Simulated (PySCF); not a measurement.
Vertical excitations of a molecule CH4ClNOSi2 from TDA-PBE/def2-SVPD run with PySCF 2.14.0, as energy in eV (oscillator strength): 4.32 (0.008), 5.24 (0.068), 5.30 (0.007), 5.47 (0.022), 5.74 (0.007), 5.79 (0.001), 5.90 (0.006), 5.99 (0.103), 6.03 (0.004), 6.25 (0.021). Lowest triplet (TDA): 4.03 eV. The structure is a stationary point at PBE-D3(BJ)/def2-SVP. Other conformers were not sampled.

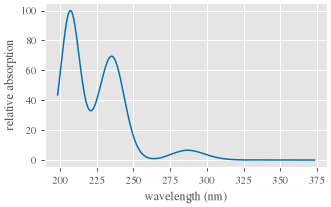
The lines broadened by 0.4 eV.

Identify the compound among the candidates.
A) Cl[Si@@H]1N=C[SiH2]O1
B) Cl[Si@H]1N=CO[SiH2]1
C) Cl[SiH2][Si@H]1N=CO1
D) Cl[Si@H]1C=N[SiH2]O1

B, Cl[Si@H]1N=CO[SiH2]1
